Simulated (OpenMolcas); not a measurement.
**One shape, several levels: GeHF3 (SMILES [F][GeH]([F])[F])**

We compute a comparison of 6 runs (HF/STO-3G, B3LYP/6-31G*, BLYP/aug-cc-pVDZ, SVWN5/aug-cc-pVDZ, revPBE/aug-cc-pVDZ, MP2/aug-cc-pVDZ) of GeHF3. 

The calculation is run with OpenMolcas 26.06.

## Step 1: Starting point

GeHF3 has 5 atoms, charge 0, and is taken as a singlet. SMILES: `[F][GeH]([F])[F]`. The coordinates come from a PBE0-D4/def2-TZVP relaxation.

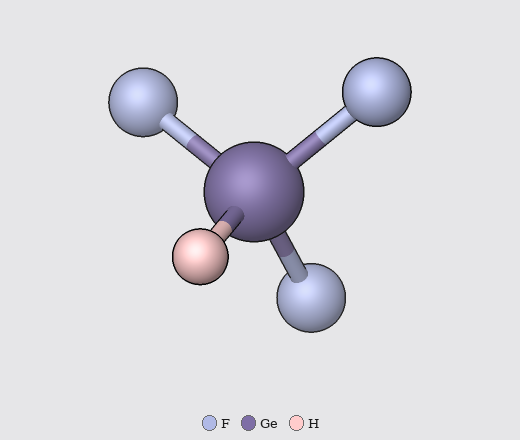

Viewed from a chosen angle; fluorine light blue, germanium purple, hydrogen pink.

## Step 2: Energy and forces at HF/STO-3G (run 1)

coord.xyz

```xyz
5

F     -0.249800    -0.734100     1.483000
Ge     0.095600    -0.008700    -0.023300
F     -0.673100     1.515700    -0.011300
F     -0.708100    -0.944000    -1.204000
H      1.585200     0.097300    -0.285700
```

calc.inp

```
&GATEWAY
BasLib = $CurrDir
Coord = coord.xyz
Basis = STO-3G
Group = NoSym
&SEWARD
&SCF
Thresholds = 1e-10 1e-07 1e-07 1e-05
PrOrbitals = 1 1
&ALASKA
```

The basis set STO-3G is read from a file made from the Basis Set Exchange's data (not shown).

The run is started by

```console
export MOLCAS_MEM=1860
pymolcas calc.inp > calc.log
```

Output:

```text
--- Start Module: gateway ---
[...]
--- Stop Module: gateway /rc=_RC_ALL_IS_WELL_ ---
[...]
      Basis functions           34
[...]
--- Start Module: scf ---
[...]
       Convergence after  10 Iterations
[...]
::    Total SCF energy                              -2346.4819236289
[...]
      Total spin, S                                     0.0000000000
[...]
      Total electronic charge=   60.000000
      Total            charge=   -0.000000
[...]
      Dipole Moment (debye):
      Origin of the operator (angstrom)=   -0.1692   -0.0275    0.0233
                   X=  1.5465E+00               Y=  1.0972E-01               Z= -2.7199E-01           Total=  1.5740E+00
      Quadrupole Moment (debye*angstrom):
[...]
--- Stop Module: scf /rc=_RC_ALL_IS_WELL_ ---
--- Start Module: alaska ---
[...]
 *              Molecular gradients               *
 **************************************************
  Irreducible representation: a
 ------------------------------------------------------------------------------------------
                              X                       Y                       Z
 ------------------------------------------------------------------------------------------
  F1               -4.29734874813992E-03   -9.22977157257421E-03    1.91695360900184E-02
  GE2              -6.84030395983726E-03   -5.22849049881202E-04    1.25495198312642E-03
  F3               -9.71579393322841E-03    1.94733558407165E-02    1.33571688961887E-04
  F4               -1.01560849244091E-02   -1.19276810118549E-02   -1.50925832572675E-02
  H5                3.10095315656120E-02    2.20694579363390E-03   -5.46547650485407E-03
 ------------------------------------------------------------------------------------------
--- Stop Module: alaska /rc=_RC_ALL_IS_WELL_ ---
[...]
```

Run time: 2.6 s. Hardware: 1 thread of AMD EPYC 7R43 (Zen 3), shared host; peak memory 0.37 GiB.

## Step 3: Energy and forces at B3LYP/6-31G(d) (spherical functions) (run 2)

mol.xyz

```xyz
5

F     -0.249800    -0.734100     1.483000
Ge     0.095600    -0.008700    -0.023300
F     -0.673100     1.515700    -0.011300
F     -0.708100    -0.944000    -1.204000
H      1.585200     0.097300    -0.285700
```

test.inp

```
>>> EXPORT MOLCAS_PRINT=2

&gateway
  baslib=$CurrDir
  coord=mol.xyz
  basis=6-31Gs
  group=NoSym

&seward
  gridinput
  Grid=UltraFine
  End of Grid

&scf
  ksdft=B3LYP
  thresholds=1e-10 1e-07 1e-07 1e-05
  prorbitals=0

&alaska
```

The basis set 6-31G* is read from a file made from the Basis Set Exchange's data (not shown).

The run is started by

```console
export MOLCAS_MEM=1860
pymolcas test.inp > test.log
```

Output:

```text
--- Start Module: gateway ---
[...]
--- Stop Module: gateway /rc=_RC_ALL_IS_WELL_ ---
[...]
      Basis functions           76
[...]
--- Start Module: scf ---
[...]
       Convergence after  12 Iterations
[...]
::    Total KS-DFT energy                           -2376.9771227072
[...]
      Total spin, S                                     0.0000000000
[...]
      Total electronic charge=   60.000000
      Total            charge=   -0.000000
[...]
      Dipole Moment (debye):
      Origin of the operator (angstrom)=   -0.1692   -0.0275    0.0233
                   X=  2.3066E+00               Y=  1.6368E-01               Z= -4.0571E-01           Total=  2.3477E+00
      Quadrupole Moment (debye*angstrom):
[...]
--- Stop Module: scf /rc=_RC_ALL_IS_WELL_ ---
[...]
--- Start Module: alaska ---
[...]
 *              Molecular gradients               *
 **************************************************
  Irreducible representation: a
 ------------------------------------------------------------------------------------------
                              X                       Y                       Z
 ------------------------------------------------------------------------------------------
  F1                1.60923998469276E-03    4.35090572710806E-03   -9.01235829420699E-03
  GE2              -4.52769124663632E-03   -3.64745683996581E-04    8.44824943274425E-04
  F3                4.12955212314614E-03   -9.17899804367295E-03    1.46085118149369E-05
  F4                4.34784183853587E-03    5.58807433639075E-03    7.17591121946626E-03
  H5               -5.55894269973223E-03   -3.95236335775873E-04    9.77013619549494E-04
 ------------------------------------------------------------------------------------------
--- Stop Module: alaska /rc=_RC_ALL_IS_WELL_ ---
[...]
```

Run time: 17 s. Hardware: 1 thread of AMD EPYC 7R43 (Zen 3), shared host; peak memory 0.43 GiB.

Runs 3 to 5 aren't shown in full; the table further down has their settings and results.

## Step 4: A single-point energy at MP2/aug-cc-pVDZ (run 6)

mol.input

```
&GATEWAY
  BASLIB=$CurrDir
  COORD
  5
  angstrom
  F       -0.249800      -0.734100       1.483000
  Ge       0.095600      -0.008700      -0.023300
  F       -0.673100       1.515700      -0.011300
  F       -0.708100      -0.944000      -1.204000
  H        1.585200       0.097300      -0.285700
  BASIS=aug-cc-pVDZ
  GROUP=NoSym

&SEWARD

&SCF
  THRESHOLDS=1e-10 1e-07 1e-07 1e-05
  PRORBITALS=1 2

&MBPT2
  FROZEN=12
```

The basis set aug-cc-pVDZ is read from a file made from the Basis Set Exchange's data (not shown).

The run is started by

```console
export MOLCAS_MEM=1860
pymolcas mol.input > mol.log
```

Output:

```text
--- Start Module: gateway ---
[...]
--- Stop Module: gateway /rc=_RC_ALL_IS_WELL_ ---
[...]
      Basis functions          114
[...]
--- Start Module: scf ---
[...]
       Convergence after  11 Iterations
[...]
::    Total SCF energy                              -2374.3924796514
[...]
      Total spin, S                                     0.0000000000
[...]
      Total electronic charge=   60.000000
      Total            charge=   -0.000000
[...]
      Dipole Moment (debye):
      Origin of the operator (angstrom)=   -0.1692   -0.0275    0.0233
                   X=  2.7084E+00               Y=  1.9217E-01               Z= -4.7635E-01           Total=  2.7567E+00
      Quadrupole Moment (debye*angstrom):
[...]
--- Stop Module: scf /rc=_RC_ALL_IS_WELL_ ---
[...]
--- Start Module: mbpt2 ---
[...]
WARNING!
Default frozen orbitals as non valence orbitals is overwritten by user input.
Default values:  17
[...]
       Reference weight ( Cref**2 )         =        0.84999
::    Total MBPT2 energy                            -2375.1341804523
[...]
      Total MBPT2 calculations                           1.21      1.37
--- Stop Module: mbpt2 /rc=_RC_ALL_IS_WELL_ ---
[...]
```

It took 24 s on 1 thread of AMD EPYC 7R43 (Zen 3), shared host; peak memory 0.68 GiB.

## Step 5: Overview of the runs

```tsv
run	level	integration grid	task	energy (Eh)	dipole moment (D) of the reference	HOMO energy (eV)	LUMO energy (eV)	wall time
1	HF/STO-3G	–	gradient	-2346.481924	1.57	-10.66	10.67	2.6 s
2	B3LYP/6-31G* (spherical functions)	UltraFine	gradient	-2376.977123	2.35	-10.75	-0.57	17 s
3	BLYP/aug-cc-pVDZ	UltraFine	gradient	-2377.281626	2.40	-9.61	-1.93	50 s
4	SVWN5/aug-cc-pVDZ	UltraFine	gradient	-2372.199347	2.49	-9.83	-2.15	40 s
5	revPBE/aug-cc-pVDZ	UltraFine	gradient	-2376.982916	2.34	-9.61	-1.81	47 s
6	MP2/aug-cc-pVDZ	–	energy	-2375.134180	2.76	-15.60	1.15	24 s
```

## Step 6: What came out

| quantity | value |
| --- | --- |
| run 6: total energy | -2375.13418 Eh |
| run 6: dipole moment (mean-field density) | 2.76 D |
| run 6: HOMO energy (Hartree–Fock orbitals) | -15.60 eV |
| run 6: LUMO energy (Hartree–Fock orbitals) | 1.15 eV |
| run 6: HOMO–LUMO gap (Hartree–Fock orbitals) | 16.75 eV |
| run 6: correlation energy (12 core orbitals frozen) | -741.7 mEh |

What this shows: Over runs 1, 2, 3, 4, 5 the dipole moment (its size) runs from 1.57 D (HF/STO-3G) to 2.49 D (SVWN5/aug-cc-pVDZ). The two ends differ in method and basis. Over runs 1, 2, 3, 4, 5 the HOMO–LUMO gap runs from 7.68 eV (SVWN5/aug-cc-pVDZ) to 21.33 eV (HF/STO-3G). Totals of different functionals can't be ranked against each other. In run 1 the basis is minimal, so the values are rough. All runs together took 3 min, the longest 50 s.
